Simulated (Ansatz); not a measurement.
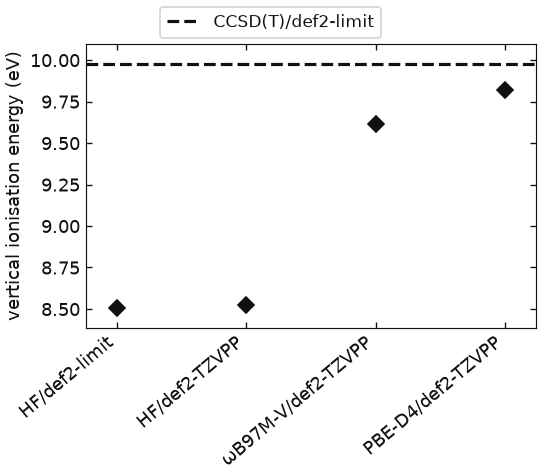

Vertical ionisation energy of GeSe, singlet, taken as the energy of the cation less that of the neutral at fixed geometry (unrestricted doublet cation, cores frozen in correlated methods, no spin-orbit coupling), the Ansatz code 0.2.0, at a PBE0-D4/def2-TZVP geometry (a minimum by its frequencies). Limit means an estimate of the basis limit from triple and quadruple zeta; for coupled cluster it is either extrapolated directly or built as the MP2 limit plus the step from MP2 in triple zeta.

> What range do the values span, the line included?

From 8.50 eV (HF/def2-limit) to 9.98 eV (CCSD(T)/def2-limit).

> Which level comes closest to the line (CCSD(T)/def2-limit), and which misses most?

Closest PBE-D4/def2-TZVPP (9.82 eV), against 9.98 eV; farthest HF/def2-limit (8.50 eV).

Caveats, for all or some of the runs: no scalar relativity up to krypton; outer-core shells are correlated without core-valence functions, which makes the correlated values less sure.
